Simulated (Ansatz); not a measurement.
## Geometry relaxation of SiH5ClO2 (part 1 of 2)

SiH5ClO2, computed with RKS PBE0/6-31G* (Ansatz 0.2.0).

The input holds or restrains some coordinates. It belongs to a series of runs on one base structure; here: pulled along the bonds that form and break, towards end B. Figures and captions count atoms from 1; the log counts them from 0 in places.

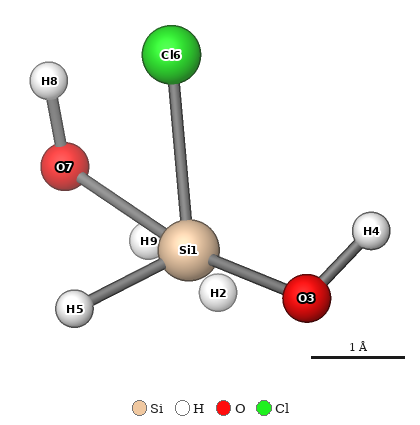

Fig. 1: The structure as given in the input (ball-and-stick view, seen at a tilt; atoms are numbered from 1 in the order of the input). Bond lengths as drawn: Cl–Si 2.13 Å, H–O 1.01 Å, H–Si 1.46 Å and O–Si 1.68 to 1.98 Å.

## Input file
```yaml
crystal:
  periodic: [false, false, false]
  atoms:
    - { symbol: Si, position_ang: [0.0, 0.0, 0.0] }
    - { symbol: H, position_ang: [0.0, 0.0, 1.81] }
    - { symbol: O, position_ang: [1.5842, 0.0, -0.5594] }
    - { symbol: H, position_ang: [1.9006, -0.9521, -0.6761] }
    - { symbol: H, position_ang: [-0.6877, 1.1914, -0.4862] }
    - { symbol: Cl, position_ang: [-1.0032, -1.7381, -0.7093] }
    - { symbol: O, position_ang: [-1.8488, -0.3353, 0.6243] }
    - { symbol: H, position_ang: [-2.2908, -1.0136, 0.0205] }
    - { symbol: H, position_ang: [-0.9451, -0.1714, 1.7351] }
basis:
  gaussian: { orbitals: "6-31G*" }
hamiltonian:
  xc: pbe0
relax:
  f_tol: 0.15
  max_steps: 25
  restrain:
    - { distance: [0, 6], at: 1.68, k: 30.0 }
    - { distance: [8, 1], at: 0.66, k: 30.0 }
    - { distance: [0, 1], at: 2.66, k: 30.0 }
    - { distance: [8, 6], at: 2.21, k: 30.0 }
output:
  orbitals: {}
```

Run on 1 thread of Arm Neoverse V1, 24 GiB of memory available, shared host.

Launched with:
```bash
ansatz run input.yaml --threads 1 --pin off --max-ram 2048MiB --backend cpu --events-out ev --progress --plain --runs-dir out
```

## What the program printed
```
The last accepted step is kept in [file] (removed where the run ends without a failure and the disk answers)
Engine: ansatz 0.2.0, aarch64-unknown-linux-gnu
Functional definition: PBE0
  parameter a = 0.25
  parameter kappa = 0.804
  parameter beta = 0.06672455060314922
  exchange = (1 - a)*pbe_x(kappa = kappa, mu = beta*pi^2/3) + a*exact_x
  correlation = pbe_c(beta = beta)
811 factors; integrals over basis functions are off by at most 7.2e-4 eV
mean field evaluation 1: about -24550.9402 eV, gradient 6.8e1 eV
mean field evaluation 2: about -24502.3635 eV, gradient 1.6e2 eV
mean field evaluation 4: about -24558.9732 eV, gradient 1.2e1 eV
mean field evaluation 8: about -24559.2642 eV, gradient 5.6e-1 eV
mean field evaluation 16: about -24559.2650 eV, gradient 5.5e-5 eV
mean field -24559.26503607 eV, -902.5363432077 hartree, gradient 5.5e-5 eV, S^2 0.000000; 0 other end points of the search recorded, 0 dependent functions left out
the calculation of the forces begins
reference -24559.26505955 eV, -902.5363440708 hartree; 26, 26 occupied and 52, 52 virtual orbitals, 811 factors
relax step   1: F+E_penalty+E_count = -24559.26503607 eV  Δ(F+E_penalty+E_count) = +0.000e0 eV  max|allowed force component| = 5.350e0 eV/Å  E_restraint = 22.43115272 eV  max|allowed force component, restraints' pulls added| = 2.403e1 eV/Å  Δτ_max = 0.0000 Å  (29 SCF iters, accepted)
  distance Si 0 - O 6 = 1.9800 Å
  distance H 8 - H 1 = 0.9634 Å
  distance Si 0 - H 1 = 1.8100 Å
  distance H 8 - O 6 = 1.4413 Å
these checks for a lower state are left out or cut short: starts, cluster_reference, orbital_swaps, neighbouring_geometries, increment
811 factors; integrals over basis functions are off by at most 6.7e-4 eV
mean field -24560.49513793 eV, -902.5815486175 hartree, gradient 1.8e-5 eV, S^2 0.000000; 0 other end points of the search recorded, 0 dependent functions left out
[... from here on the field's lines of each further geometry are left out, up to the last ...]
relax step   2: F+E_penalty+E_count = -24560.49513793 eV  Δ(F+E_penalty+E_count) = -1.230e0 eV  max|allowed force component| = 4.307e0 eV/Å  E_restraint = 8.49814544 eV  max|allowed force component, restraints' pulls added| = 1.412e1 eV/Å  Δτ_max = 0.1992 Å  (35 SCF iters, accepted)
relax step   3: F+E_penalty+E_count = -24561.83467707 eV  Δ(F+E_penalty+E_count) = -1.340e0 eV  max|allowed force component| = 3.850e0 eV/Å  E_restraint = 1.47411216 eV  max|allowed force component, restraints' pulls added| = 6.808e0 eV/Å  Δτ_max = 0.1948 Å  (34 SCF iters, accepted)
relax step   4: F+E_penalty+E_count = -24563.33541658 eV  Δ(F+E_penalty+E_count) = -1.501e0 eV  max|allowed force component| = 2.024e0 eV/Å  E_restraint = 0.06653092 eV  max|allowed force component, restraints' pulls added| = 2.024e0 eV/Å  Δτ_max = 0.1950 Å  (29 SCF iters, accepted)
relax step   5: F+E_penalty+E_count = -24564.08586276 eV  Δ(F+E_penalty+E_count) = -7.504e-1 eV  max|allowed force component| = 1.700e0 eV/Å  E_restraint = 0.03380211 eV  max|allowed force component, restraints' pulls added| = 1.265e0 eV/Å  Δτ_max = 0.1948 Å  (28 SCF iters, accepted)
relax step   6: F+E_penalty+E_count = -24564.48229066 eV  Δ(F+E_penalty+E_count) = -3.964e-1 eV  max|allowed force component| = 1.552e0 eV/Å  E_restraint = 0.03947065 eV  max|allowed force component, restraints' pulls added| = 9.928e-1 eV/Å  Δτ_max = 0.1997 Å  (28 SCF iters, accepted)
relax step   7: F+E_penalty+E_count = -24564.86127752 eV  Δ(F+E_penalty+E_count) = -3.790e-1 eV  max|allowed force component| = 1.024e0 eV/Å  E_restraint = 0.05995420 eV  max|allowed force component, restraints' pulls added| = 1.010e0 eV/Å  Δτ_max = 0.1957 Å  (28 SCF iters, accepted)
relax step   8: F+E_penalty+E_count = -24565.14967950 eV  Δ(F+E_penalty+E_count) = -2.884e-1 eV  max|allowed force component| = 7.771e-1 eV/Å  E_restraint = 0.07025571 eV  max|allowed force component, restraints' pulls added| = 1.373e0 eV/Å  Δτ_max = 0.1952 Å  (28 SCF iters, accepted)
relax step   9: F+E_penalty+E_count = -24565.31203550 eV  Δ(F+E_penalty+E_count) = -1.624e-1 eV  max|allowed force component| = 1.114e0 eV/Å  E_restraint = 0.05813531 eV  max|allowed force component, restraints' pulls added| = 8.090e-1 eV/Å  Δτ_max = 0.1999 Å  (28 SCF iters, accepted)
relax step  10: F+E_penalty+E_count = -24565.38118458 eV  Δ(F+E_penalty+E_count) = -6.915e-2 eV  max|allowed force component| = 1.340e0 eV/Å  E_restraint = 0.05131506 eV  max|allowed force component, restraints' pulls added| = 2.031e-1 eV/Å  Δτ_max = 0.1996 Å  (26 SCF iters, accepted)
relax step  11: F+E_penalty+E_count = -24565.40599440 eV  Δ(F+E_penalty+E_count) = -2.481e-2 eV  max|allowed force component| = 1.440e0 eV/Å  E_restraint = 0.04633225 eV  max|allowed force component, restraints' pulls added| = 2.634e-1 eV/Å  Δτ_max = 0.1995 Å  (27 SCF iters, accepted)
relax step  12: F+E_penalty+E_count = -24565.44978126 eV  Δ(F+E_penalty+E_count) = -4.379e-2 eV  max|allowed force component| = 1.142e0 eV/Å  E_restraint = 0.07533523 eV  max|allowed force component, restraints' pulls added| = 6.783e-1 eV/Å  Δτ_max = 0.1903 Å  (27 SCF iters, accepted)
relax step  13: F+E_penalty+E_count = -24565.48912245 eV  Δ(F+E_penalty+E_count) = -3.934e-2 eV  max|allowed force component| = 7.292e-1 eV/Å  E_restraint = 0.07956611 eV  max|allowed force component, restraints' pulls added| = 1.275e0 eV/Å  Δτ_max = 0.1922 Å  (27 SCF iters, accepted)
relax step  14: F+E_penalty+E_count = -24565.52278683 eV  Δ(F+E_penalty+E_count) = -3.366e-2 eV  max|allowed force component| = 1.149e0 eV/Å  E_restraint = 0.11153666 eV  max|allowed force component, restraints' pulls added| = 1.112e0 eV/Å  Δτ_max = 0.1949 Å  (28 SCF iters, accepted)
relax step  15: F+E_penalty+E_count = -24565.52857407 eV  Δ(F+E_penalty+E_count) = -5.787e-3 eV  max|allowed force component| = 1.289e0 eV/Å  E_restraint = 0.04158137 eV  max|allowed force component, restraints' pulls added| = 3.479e-1 eV/Å  Δτ_max = 0.1992 Å  (27 SCF iters, accepted)
relax step  16: F+E_penalty+E_count = -24565.54030521 eV  Δ(F+E_penalty+E_count) = -1.173e-2 eV  max|allowed force component| = 1.183e0 eV/Å  E_restraint = 0.04028793 eV  max|allowed force component, restraints' pulls added| = 2.938e-1 eV/Å  Δτ_max = 0.1043 Å  (28 SCF iters, accepted)
relax step  17: F+E_penalty+E_count = -24565.54550772 eV  Δ(F+E_penalty+E_count) = -5.203e-3 eV  max|allowed force component| = 1.153e0 eV/Å  E_restraint = 0.04237987 eV  max|allowed force component, restraints' pulls added| = 2.391e-1 eV/Å  Δτ_max = 0.0232 Å  (29 SCF iters, accepted)
the calculation of the forces begins
reference -24565.54662997 eV, -902.7671875259 hartree; 26, 26 occupied and 52, 52 virtual orbitals, 811 factors
relax step  18: F+E_penalty+E_count = -24565.54660604 eV  Δ(F+E_penalty+E_count) = -1.098e-3 eV  max|allowed force component| = 1.165e0 eV/Å  E_restraint = 0.04073406 eV  max|allowed force component, restraints' pulls added| = 4.755e-2 eV/Å  Δτ_max = 0.0931 Å  (28 SCF iters, accepted)
```

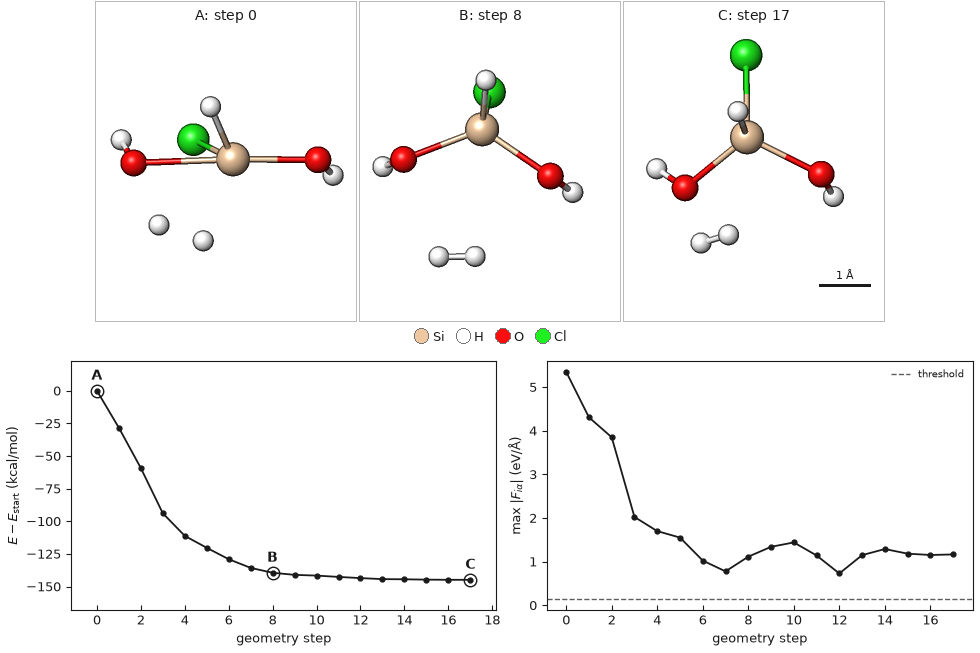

Fig. 2: Frames of the restrained relaxation (ball-and-stick view, seen at a tilt) above the curves, on which the letters mark them (the first geometry is step 0 here and step 1 in the log).

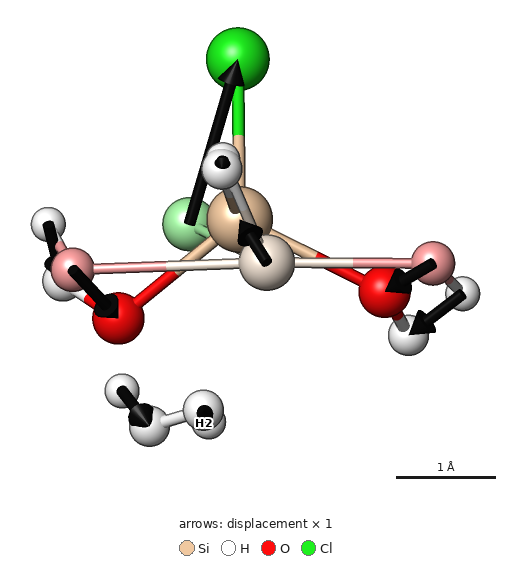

Fig. 3: Start (faint) and end (solid) with the displacements as black arrows, at true length (ball-and-stick view, seen at a tilt). The two geometries are laid on each other by the best rigid fit. Cl6 moves most after the best rigid fit: 1.76 Å. By element the largest moves are Cl 1.76 Å, O 0.92 Å, H 0.89 Å, Si 0.62 Å. Distances before and after: Si1–O7 1.980 → 1.665 Å, H2–H9 0.963 → 0.709 Å, Si1–Cl6 2.128 → 2.078 Å, O3–H4 1.010 → 0.965 Å. New bonds form: H2–H9 (0.96 → 0.71 Å). Among the angles that change: O3–Si1–O7 170.2° → 112.6°, Cl6–Si1–O7 61.8° → 105.5°, H5–Si1–O7 78.7° → 114.1°. After 17 geometry steps the energy has fallen by 144.9 kcal/mol. The largest force component goes from 5.3 to 1.2 eV/Å. (Atoms are counted from 1 in the order of the input.)

```
  distance Si 0 - O 6 = 1.6650 Å
  distance H 8 - H 1 = 0.7086 Å
  distance Si 0 - H 1 = 2.6686 Å
  distance H 8 - O 6 = 2.2175 Å
811 factors; integrals over basis functions are off by at most 9.8e-4 eV
mean field -24565.54660604 eV, -902.7671866465 hartree, gradient 1.4e-5 eV, S^2 0.000000; 1 other end points of the search recorded, 0 dependent functions left out
the calculation of the forces begins
reference -24565.54662997 eV, -902.7671875259 hartree; 26, 26 occupied and 52, 52 virtual orbitals, 811 factors
Total energy: -24565.54662997 eV, -902.7671875259 hartree
Atom 0 at    -0.376857    -0.248532    -0.421151 Å, force    -0.280057    -0.291612     0.048148 eV/Å
Atom 1 at    -0.020716     0.980860     1.920470 Å, force     1.165223     0.962315    -0.161914 eV/Å
Atom 2 at     1.199587    -0.587746    -0.137037 Å, force    -0.047546    -0.017790     0.029704 eV/Å
Atom 3 at     1.420393    -1.516570     0.005232 Å, force     0.024883     0.006292     0.011934 eV/Å
Atom 4 at    -0.478278     1.213326    -0.509763 Å, force    -0.013151    -0.014534    -0.032929 eV/Å
Atom 5 at    -0.959522    -1.047124    -2.248633 Å, force    -0.018481     0.029784     0.022728 eV/Å
Atom 6 at    -1.392158    -0.934062     0.706468 Å, force     0.208241     0.041705    -0.423236 eV/Å
Atom 7 at    -2.117886    -1.448803     0.332328 Å, force    -0.000313    -0.011377    -0.019086 eV/Å
Atom 8 at    -0.565363     0.569551     2.110987 Å, force    -1.038798    -0.704783     0.524653 eV/Å
Dipole moment:    -0.115577    -0.275518     0.167128 e Å
```

## Trajectory as extended XYZ (Å, eV, eV/Å), 18 frames, from step=1 to step=18
```
9
Properties=species:S:1:pos:R:3:forces:R:3 step=1 energy=-24559.26504
Si    0.0000    0.0000    0.0000   -3.3214  -0.5326  -0.2442
H     0.0000    0.0000    1.8100    0.2329   0.0500  -0.7584
O     1.5842    0.0000   -0.5594   -0.4875  -2.1326   0.7087
H     1.9006   -0.9521   -0.6761   -0.2971   1.6810   0.1807
H    -0.6877    1.1914   -0.4862    1.1170   0.7848  -0.2596
Cl   -1.0032   -1.7381   -0.7093    5.2926  -5.1331  -5.3497
O    -1.8488   -0.3353    0.6243   -1.2454   4.2550   4.4819
H    -2.2908   -1.0136    0.0205   -0.3843   1.6432   2.4623
H    -0.9451   -0.1714    1.7351   -0.9068  -0.6158  -1.2218
9
Properties=species:S:1:pos:R:3:forces:R:3 step=2 energy=-24560.49514
Si   -0.0999   -0.0260   -0.1601   -3.2958  -1.2633  -0.0249
H    -0.0348   -0.0060    2.0061    0.2404   0.0834   0.0987
O     1.5592   -0.0168   -0.5461   -1.5049  -1.3926   0.9495
H     1.8976   -0.9416   -0.6742   -0.1958   0.9865   0.1859
H    -0.6822    1.2210   -0.5027    0.8553   1.5712  -0.5998
Cl   -0.9547   -1.8106   -0.7830    4.1387  -4.3072  -4.2312
O    -1.8739   -0.2761    0.5285   -0.3594   2.7333   2.1507
H    -2.2975   -1.0142    0.0308   -0.2353   1.5638   1.5459
H    -0.8046   -0.1487    1.8597    0.3568   0.0250  -0.0749
9
Properties=species:S:1:pos:R:3:forces:R:3 step=3 energy=-24561.83468
Si   -0.2251   -0.0637   -0.2908   -1.6841  -0.3651   0.4677
H    -0.0225   -0.0005    2.1581    2.9242   0.5850   0.9517
O     1.5043   -0.0343   -0.5180   -2.3046  -1.0886   0.6939
H     1.8911   -0.9303   -0.6680   -0.3208   0.7454   0.2528
H    -0.6699    1.2590   -0.5176    0.8165   1.6040  -0.7183
Cl   -0.8904   -1.8911   -0.8546    2.7120  -3.8502  -3.2603
O    -1.8968   -0.2207    0.4045    0.9639   3.0531   1.4894
H    -2.3035   -0.9972    0.0378   -0.6556  -0.1845   0.5897
H    -0.6780   -0.1402    2.0074   -2.4514  -0.4991  -0.4666
```
